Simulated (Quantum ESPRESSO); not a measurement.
# W(100), 5 layers against a metal electrode, stepped through the charge of the slab, part 2 of 4

What law, if any, do the results for W(100), 5 layers against a metal electrode follow against the charge of the slab?

Quantum ESPRESSO 7.5; plane-wave DFT, PBE, GBRV ultrasoft pseudopotentials.

So far. Step 2 (Relaxing cell and ions of the reference):  The last row is no step: it is a fresh SCF in the final cell with a new plane-wave basis, -1 meV from the row before.

### Step 3. Relaxation with pw.x of the reference

What the set-up leaves free in this member is relaxed.

System of this step: W(100), 5 layers. The cell holds 5 atoms: 5 W. Cell: a = 3.182 Å, b = 3.182 Å, c = 21.469 Å, α = 90.0°, β = 90.0°, γ = 90.0°. It derives from W. Vacuum lies along c.

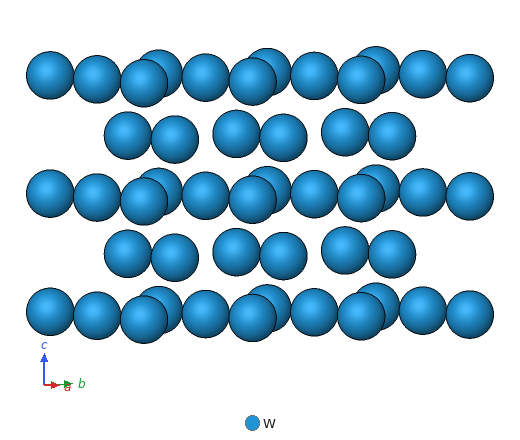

The cell of this step (tungsten blue). 2×3×1 cells are drawn. Some periodic images of atoms are drawn too.

Contents of ref.relax.in:

```
&control
  prefix = 'ref.relax'
  outdir = './out'
  pseudo_dir = './pseudo'
  nstep = 40
  forc_conv_thr = 0.001
  calculation = 'relax'
/
&system
  ibrav = 0
  nat = 5
  ntyp = 1
  ecutwfc = 40
  ecutrho = 200
  occupations = 'smearing'
  smearing = 'mv'
  degauss = 0.02
/
&electrons
  conv_thr = 1e-08
  mixing_beta = 0.4
  electron_maxstep = 120
  mixing_mode = 'local-TF'
/
&ions
/
ATOMIC_SPECIES
  W   183.8400  w_pbe_v1.2.uspp.F.UPF
CELL_PARAMETERS angstrom
  3.18214897600000 0.00000000000000 0.00000000000000
  0.00000000000000 3.18214897600000 0.00000000000000
  0.00000000000000 0.00000000000000 21.46943549630380
ATOMIC_POSITIONS crystal
  W   0.000000000000 0.000000000000 0.351782363977
  W   0.500000000000 0.500000000000 0.425891181989
  W   0.000000000000 0.000000000000 0.500000000000 0 0 0
  W   0.500000000000 0.500000000000 0.574108818011
  W   0.000000000000 0.000000000000 0.648217636023
K_POINTS automatic
  10 10 1 0 0 0
```

On the command line:

```bash
$ OMP_NUM_THREADS=1 mpirun -n 4 pw.x -nk 4 -in ref.relax.in > ref.relax.out
```

Log:

```text
[banner, memory and clock lines left out]
Program PWSCF v.7.5 starts

          URL

     Message from routine setup:
     using ibrav=0 with symmetry is DISCOURAGED, use correct ibrav instead

     G-vector sticks info

     bravais-lattice index     =            0
     lattice parameter (alat)  =       6.0134  a.u.
     unit-cell volume          =    1467.0950 (a.u.)^3
     number of atoms/cell      =            5
     number of atomic types    =            1
     number of electrons       =        70.00
     number of Kohn-Sham states=           42
     kinetic-energy cutoff     =      40.0000  Ry
     charge density cutoff     =     200.0000  Ry
     scf convergence threshold =      1.0E-08
     mixing beta               =       0.4000
     number of iterations used =            8  local-TF  mixing
     energy convergence thresh.=      1.0E-04
     force convergence thresh. =      1.0E-03
     Exchange-correlation= SLA  PW   PBE  PBE
                           (   1   4   3   4   0   0   0)
     nstep                     =           40

     celldm(1)=   6.013390  celldm(2)=   0.000000  celldm(3)=   0.000000
     celldm(4)=   0.000000  celldm(5)=   0.000000  celldm(6)=   0.000000

     crystal axes: (cart. coord. in units of alat)
               a(1) = (   1.000000   0.000000   0.000000 )
               a(2) = (   0.000000   1.000000   0.000000 )
               a(3) = (   0.000000   0.000000   6.746835 )

     reciprocal axes: (cart. coord. in units 2 pi/alat)
               b(1) = (  1.000000  0.000000  0.000000 )
               b(2) = (  0.000000  1.000000  0.000000 )
               b(3) = (  0.000000  0.000000  0.148218 )

     PseudoPot. # 1 for W  read from file:
     ./pseudo/w_pbe_v1.2.uspp.F.UPF
     Pseudo is Ultrasoft + core correction, Zval = 14.0
     Generated by new atomic code, or converted to UPF format
     Using radial grid of  923 points,  8 beta functions with:
                l(1) =   0
                l(2) =   0
                l(3) =   0
                l(4) =   1
                l(5) =   1
                l(6) =   2
                l(7) =   2
                l(8) =   3
     Q(r) pseudized with  6 coefficients,  rinner =    1.350   1.350   1.350
                                                       1.350   1.350   1.350
                                                       1.350

     atomic species   valence    mass     pseudopotential
     W                14.00   183.84000     W ( 1.00)

     16 Sym. Ops., with inversion, found

   Cartesian axes

     site n.     atom                  positions (alat units)
         1        W      tau(   1) = (   0.0000000   0.0000000   2.3734177  )
         2        W      tau(   2) = (   0.5000000   0.5000000   2.8734177  )
         3        W      tau(   3) = (   0.0000000   0.0000000   3.3734177  )
         4        W      tau(   4) = (   0.5000000   0.5000000   3.8734177  )
         5        W      tau(   5) = (   0.0000000   0.0000000   4.3734177  )

     number of k points=    21  Marzari-Vanderbilt smearing, width (Ry)=  0.0200
                       cart. coord. in units 2pi/alat
        k(    1) = (   0.0000000   0.0000000   0.0000000), wk =   0.0200000
        k(    2) = (   0.0000000   0.1000000   0.0000000), wk =   0.0800000
        k(    3) = (   0.0000000   0.2000000   0.0000000), wk =   0.0800000
        k(    4) = (   0.0000000   0.3000000   0.0000000), wk =   0.0800000
        k(    5) = (   0.0000000   0.4000000   0.0000000), wk =   0.0800000
        k(    6) = (   0.0000000  -0.5000000   0.0000000), wk =   0.0400000
        k(    7) = (   0.1000000   0.1000000   0.0000000), wk =   0.0800000
        k(    8) = (   0.1000000   0.2000000   0.0000000), wk =   0.1600000
        k(    9) = (   0.1000000   0.3000000   0.0000000), wk =   0.1600000
        k(   10) = (   0.1000000   0.4000000   0.0000000), wk =   0.1600000
        k(   11) = (   0.1000000  -0.5000000   0.0000000), wk =   0.0800000
        k(   12) = (   0.2000000   0.2000000   0.0000000), wk =   0.0800000
        k(   13) = (   0.2000000   0.3000000   0.0000000), wk =   0.1600000
        k(   14) = (   0.2000000   0.4000000   0.0000000), wk =   0.1600000
        k(   15) = (   0.2000000  -0.5000000   0.0000000), wk =   0.0800000
        k(   16) = (   0.3000000   0.3000000   0.0000000), wk =   0.0800000
        k(   17) = (   0.3000000   0.4000000   0.0000000), wk =   0.1600000
        k(   18) = (   0.3000000  -0.5000000   0.0000000), wk =   0.0800000
        k(   19) = (   0.4000000   0.4000000   0.0000000), wk =   0.0800000
        k(   20) = (   0.4000000  -0.5000000   0.0000000), wk =   0.0800000
        k(   21) = (  -0.5000000  -0.5000000   0.0000000), wk =   0.0200000

     Dense  grid:    70167 G-vectors     FFT dimensions: (  27,  27, 192)

     Smooth grid:    50051 G-vectors     FFT dimensions: (  25,  25, 180)

     Initial potential from superposition of free atoms

     starting charge      69.4983, renormalised to      70.0000

     negative rho (up, down):  3.162E-01 0.000E+00
     Starting wfcs are   65 randomized atomic wfcs

     per-process dynamical memory:    75.0 Mb

     Self-consistent Calculation

     iteration #  1     ecut=    40.00 Ry     beta= 0.40
     Davidson diagonalization with overlap
     ethr =  1.00E-02,  avg # of iterations =  2.0

     negative rho (up, down):  3.153E-01 0.000E+00

     total energy              =    -795.36754382 Ry
     estimated scf accuracy    <       2.05876529 Ry

     iteration #  2     ecut=    40.00 Ry     beta= 0.40
     Davidson diagonalization with overlap
     ethr =  2.94E-03,  avg # of iterations =  1.0

     negative rho (up, down):  3.176E-01 0.000E+00

     total energy              =    -795.21184991 Ry
     estimated scf accuracy    <       0.88817971 Ry

     iteration #  3     ecut=    40.00 Ry     beta= 0.40
     Davidson diagonalization with overlap
     ethr =  1.27E-03,  avg # of iterations =  2.3

     negative rho (up, down):  3.230E-01 0.000E+00

     total energy              =    -795.28006833 Ry
     estimated scf accuracy    <       0.07242507 Ry

     iteration #  4     ecut=    40.00 Ry     beta= 0.40
     Davidson diagonalization with overlap
     ethr =  1.03E-04,  avg # of iterations =  3.3

     negative rho (up, down):  3.281E-01 0.000E+00

     total energy              =    -795.27957546 Ry
     estimated scf accuracy    <       0.06965113 Ry

     iteration #  5     ecut=    40.00 Ry     beta= 0.40
     Davidson diagonalization with overlap
     ethr =  9.95E-05,  avg # of iterations =  2.8

     negative rho (up, down):  3.256E-01 0.000E+00

[...]
-32.7070 -32.6834 -32.6005 -32.5583 -32.5135 -32.4136 -32.1556 -32.0827
   -31.9872 -31.9448 -31.9357 -31.9338  -2.9080  -1.1448   0.4241   0.6271
     1.1037   1.2993   1.8671   3.2716   4.1783   4.3524   4.3558   5.0050
     5.1079   5.1863   5.2607   5.5762   5.9561   6.2050   6.5034   6.6257
     6.9980   7.7969

          k = 0.0000 0.2000 0.0000 (  6240 PWs)   bands (ev):

   -68.4789 -68.2469 -68.2415 -68.1049 -68.1016 -33.0283 -32.9639 -32.7590
   -32.7214 -32.7166 -32.5838 -32.5515 -32.5132 -32.4046 -32.1293 -32.0446
   -32.0281 -32.0132 -31.9909 -31.9092  -2.2814  -0.7374   0.6927   0.9424
     1.2670   1.2821   2.4589   3.5063   3.5932   3.8087   4.0496   4.5018
     4.8052   5.0266   5.0740   6.1898   6.4475   6.4584   6.6155   6.8856
     6.9735   7.6348

          k = 0.0000 0.3000 0.0000 (  6220 PWs)   bands (ev):

   -68.4709 -68.2272 -68.2250 -68.1197 -68.1188 -33.1281 -33.0363 -32.8383
   -32.7300 -32.6780 -32.5829 -32.5094 -32.4770 -32.3890 -32.1165 -32.0929
   -32.0856 -32.0753 -31.9604 -31.9174  -1.3761  -0.3467   0.6434   1.2128
     1.2387   1.8479   2.9596   3.2862   3.3362   4.0220   4.1160   4.2757
     4.5635   4.6283   5.2916   6.1698   6.3010   6.7007   6.8806   7.1363
     7.2497   7.3487

          k = 0.0000 0.4000 0.0000 (  6238 PWs)   bands (ev):

   -68.4644 -68.2054 -68.2051 -68.1393 -68.1375 -33.1971 -33.0903 -32.9154
   -32.7650 -32.6026 -32.5965 -32.5029 -32.3870 -32.3616 -32.1750 -32.1744
   -32.1252 -32.0729 -31.9493 -31.9129  -0.4580  -0.2114   0.4893   1.3065
     1.4506   2.4417   2.6205   2.9082   3.7592   3.8672   3.9522   4.2611
     4.4448   5.5136   5.6331   5.7935   6.4003   6.7795   7.1622   7.3174
     7.7254   7.8706

          k = 0.0000-0.5000 0.0000 (  6240 PWs)   bands (ev):

   -68.4620 -68.1927 -68.1926 -68.1520 -68.1487 -33.2211 -33.1111 -32.9393
   -32.7837 -32.6171 -32.5598 -32.4962 -32.3272 -32.3172 -32.2419 -32.2417
   -32.1354 -32.0423 -31.9757 -31.8978  -0.2078  -0.0545   0.4980   1.3785
     1.4121   2.5071   2.7718   3.0354   3.3070   3.6815   4.1182   4.1724
     4.4760   5.6306   5.7793   5.9605   6.8857   7.2861   7.3020   7.3270
     7.3937   8.0342

          k = 0.1000 0.1000 0.0000 (  6263 PWs)   bands (ev):

   -68.4831 -68.2557 -68.2485 -68.0985 -68.0940 -32.9491 -32.8709 -32.8701
   -32.7111 -32.6491 -32.6419 -32.5518 -32.4908 -32.4354 -32.1137 -32.1054
   -32.0049 -31.9790 -31.9364 -31.9185  -2.6910  -0.9710   0.6028   0.7435
     1.1931   1.4544   1.9018   3.1549   3.8456   4.0947   4.1816   4.8241
     5.0513   5.2607   5.4357   5.5042   5.8318   6.4377   6.6699   6.7301
     7.0905   8.0444

          k = 0.1000 0.2000 0.0000 (  6244 PWs)   bands (ev):

   -68.4770 -68.2430 -68.2382 -68.1072 -68.1044 -33.0198 -32.9546 -32.8408
   -32.7159 -32.6816 -32.6461 -32.5615 -32.4471 -32.4347 -32.1376 -32.0961
   -32.0224 -32.0122 -31.9415 -31.9290  -2.0798  -0.5358   0.9030   1.1062
     1.3779   1.4970   2.3836   3.2349   3.3192   3.8022   3.8151   4.1265
     4.8775   5.2033   5.2212   5.7208   6.2513   6.5480   6.6685   7.1267
     7.2464   7.7833

          k = 0.1000 0.3000 0.0000 (  6234 PWs)   bands (ev):

   -68.4695 -68.2242 -68.2223 -68.1210 -68.1205 -33.1100 -33.0255 -32.8655
   -32.7334 -32.7216 -32.5912 -32.5548 -32.4389 -32.3987 -32.1722 -32.1365
   -32.0606 -31.9955 -31.9639 -31.9336  -1.2001  -0.1170   0.8656   1.4314
     1.4631   1.8421   2.7652   3.1615   3.3286   3.4607   3.9335   4.2998
     4.4245   4.8760   5.2193   5.7356   6.3223   6.8449   6.9712   7.1407
     7.5780   7.5945

          k = 0.1000 0.4000 0.0000 (  6244 PWs)   bands (ev):

   -68.4635 -68.2037 -68.2035 -68.1395 -68.1377 -33.1771 -33.0723 -32.9314
   -32.7705 -32.7026 -32.5721 -32.5230 -32.4060 -32.3434 -32.2212 -32.2099
   -32.0553 -32.0429 -31.9534 -31.9317  -0.2961   0.0218   0.6993   1.5053
     1.5931   2.2989   2.5358   2.8581   3.3123   3.7342   3.8599   4.4023
     4.6737   5.4072   5.4363   5.7325   6.2803   6.9203   7.2343   7.3034
     7.7888   7.8003

          k = 0.1000-0.5000 0.0000 (  6254 PWs)   bands (ev):

   -68.4612 -68.1920 -68.1919 -68.1512 -68.1478 -33.2014 -33.0890 -32.9564
   -32.7890 -32.7014 -32.5747 -32.4972 -32.3352 -32.2989 -32.2987 -32.2566
   -32.0819 -32.0206 -31.9703 -31.9220   0.0225   0.1431   0.6745   1.4390
     1.5606   2.4525   2.6653   2.8363   3.0759   3.5675   4.0566   4.1514
     5.0383   5.5499   5.7976   5.8989   6.2843   7.0811   7.3620   7.4313
     7.7538   7.9703

          k = 0.2000 0.2000 0.0000 (  6263 PWs)   bands (ev):

   -68.4721 -68.2320 -68.2289 -68.1142 -68.1127 -33.0189 -32.9588 -32.9081
   -32.7290 -32.7177 -32.7124 -32.5021 -32.4844 -32.4256 -32.1795 -32.1339
   -31.9953 -31.9931 -31.9752 -31.9243  -1.5213  -0.0138   1.3421   1.5368
     1.6123   2.0445   2.1981   2.9634   3.0894   3.2682   3.4093   3.9289
     4.3378   5.4043   5.4055   5.5256   5.8688   6.5197   6.9417   7.5090
     7.7427   7.7505

          k = 0.2000 0.3000 0.0000 (  6266 PWs)   bands (ev):

   -68.4660 -68.2160 -68.2148 -68.1254 -68.1252 -33.0654 -33.0196 -32.9119
   -32.7883 -32.7644 -32.6746 -32.5440 -32.4381 -32.4343 -32.2065 -32.1578
   -32.0215 -31.9790 -31.9723 -31.9444  -0.7431   0.5113   1.4312   1.7544
     1.9364   2.0740   2.4887   2.9122   3.0411   3.1370   3.5171   3.7411
     4.0882   5.2695   5.3896   5.4325   5.9730   6.6828   7.1123   7.5257
     7.9950   8.0536

          k = 0.2000 0.4000 0.0000 (  6268 PWs)   bands (ev):

   -68.4610 -68.1990 -68.1989 -68.1403 -68.1382 -33.1227 -33.0492 -32.9658
   -32.8184 -32.7978 -32.5851 -32.5795 -32.4323 -32.3979 -32.2603 -32.1802
   -32.0095 -31.9872 -31.9791 -31.9682   0.0440   0.6649   1.2024   1.6300
     1.8550   2.3484   2.5605   2.7703   3.2121   3.2655   3.3933   4.2950
     4.6864   5.1413   5.6156   5.8197   5.8902   7.0540   7.3383   7.3909
     7.9155   8.0009

          k = 0.2000-0.5000 0.0000 (  6300 PWs)   bands (ev):

   -68.4592 -68.1899 -68.1898 -68.1490 -68.1457 -33.1461 -33.0429 -33.0118
   -32.8273 -32.8136 -32.5957 -32.5130 -32.4011 -32.3840 -32.3592 -32.1563
   -32.0130 -32.0007 -31.9835 -31.9681   0.5217   0.6549   0.9592   1.4783
     1.8175   2.4958   2.5638   2.6874   3.0322   3.3719   3.6926   4.5503
     4.6946   5.4584   5.8051   5.8398   6.1915   7.2212   7.2523   7.5808
     7.8404   8.0094

          k = 0.3000 0.3000 0.0000 (  6308 PWs)   bands (ev):

   -68.4615 -68.2044 -68.2040 -68.1331 -68.1317 -33.0673 -33.0339 -32.9265
   -32.8516 -32.8266 -32.6860 -32.5443 -32.4930 -32.4435 -32.2042 -32.1785
   -32.0153 -32.0045 -31.9857 -31.9305  -0.2052   1.2607   1.4492   1.9388
     1.9889   2.5489   2.8456   2.9079   2.9318   3.0849   3.1385   3.4801
     3.8793   5.2950   5.6596   5.6713   5.6857   6.8229   7.1716   7.8697
     8.1940   8.3562

          k = 0.3000 0.4000 0.0000 (  6306 PWs)   bands (ev):

   -68.4580 -68.1929 -68.1928 -68.1418 -68.1391 -33.1015 -33.0506 -33.0148
   -32.8546 -32.8307 -32.6402 -32.5849 -32.4739 -32.4457 -32.2898 -32.1625
   -32.0145 -32.0122 -31.9818 -31.9459   0.2196   1.0595   1.4849   1.8564
     2.0426   2.7029   2.7533   2.9432   3.0742   3.0881   3.6537   3.6996
     4.2453   5.4322   5.7346   6.0950   6.2336   7.1139   7.3825   7.7633
     8.2657   8.4288

          k = 0.3000-0.5000 0.0000 (  6316 PWs)   bands (ev):

   -68.4566 -68.1874 -68.1873 -68.1463 -68.1430 -33.0923 -33.0762 -33.0665
   -32.8631 -32.8194 -32.5997 -32.5949 -32.4577 -32.4443 -32.3477 -32.1668
   -32.0071 -31.9973 -31.9856 -31.9667   0.4483   0.8101   1.4616   1.7717
     2.0522   2.5763   2.7805   2.8011   3.1403   3.4605   3.6607   3.9815
     4.6058   5.3791   5.8043   6.4954   6.7448   7.2561   7.5170   7.7504
     8.2235   8.3391

          k = 0.4000 0.4000 0.0000 (  6312 PWs)   bands (ev):

   -68.4555 -68.1875 -68.1875 -68.1434 -68.1403 -33.1537 -33.1053 -32.9933
   -32.9043 -32.7457 -32.6842 -32.5919 -32.5050 -32.4473 -32.3033 -32.2377
   -32.0310 -31.9985 -31.9811 -31.9356   0.2202   0.6882   1.7127   2.0672
     2.3902   2.4375   2.8745   3.0257   3.1976   3.3606   3.7129   3.8501
     4.1448   6.3180   6.5202   6.5614   6.570
[key lines of the parts left out:]
total energy              =    -795.30798396 Ry
the Fermi energy is     5.7031 ev
convergence has been achieved in  13 iterations
```

Wall time 6.2 min (4 MPI ranks of Arm Neoverse V1, shared host); peak memory 0.85 GiB; 25 min of CPU time.

Relaxation path:

| step | energy less that of the first step (eV) | largest force (eV/Å) |
| --- | --- | --- |
| 1 | 0.0000 | 1.7147 |
| 2 | -0.1786 | 1.1370 |
| 3 | -0.2587 | 0.5125 |
| 4 | -0.2741 | 0.3570 |
| 5 | -0.2837 | 0.3809 |
| 6 | -0.2936 | 0.2449 |
| 7 | -0.2969 | 0.0348 |
| 8 | -0.2970 | 0.0090 |

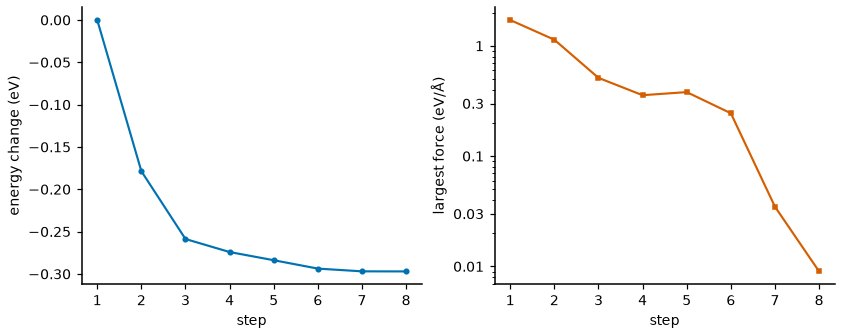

Energy and largest force along the relaxation.

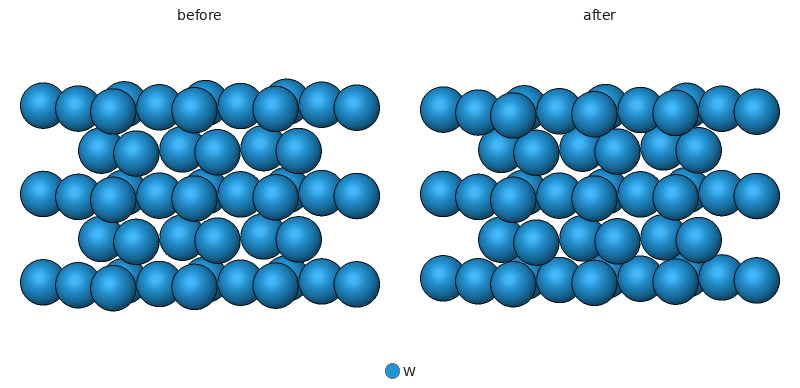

The structure before and after the relaxation, drawn at the same scale.

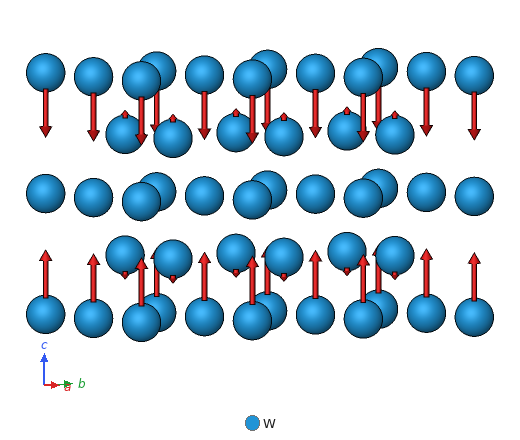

Displacements in the relaxation, exaggerated; the longest in the cell stands for 0.14 Å. 2×3×1 cells are drawn. Some periodic images of atoms are drawn too.

The atoms that moved most (Å):

```
atom     dx     dy      dz  length
  W5  0.000  0.000  -0.144   0.144
  W1  0.000  0.000   0.144   0.144
  W2  0.000  0.000  -0.026   0.026
  W4  0.000  0.000   0.026   0.026
```

The relaxation lowers the energy by 59 meV an atom. On the free atoms the largest force ends at 0.009 eV/Å.

Numbers from this step:

- free energy: -10820.7165 eV
- Fermi energy: 5.703 eV

(Part 2 of 4 ends here.)

[Logs are printed without paths, hosts, clocks, repeated set-up lines and the standing remarks that a program may print on its own settings, such as how far it seeks lower states.]

[Hosts, paths, dates, database ids (printed as entryN), source tags and the programs' standing remarks are cut or masked in the printed files.]

[Maps of the electrostatic potential energy from Ansatz leave out the sawtooth potential of an applied field or a dipole correction, so their vacuum need not be flat; planar profiles and work functions include it.]
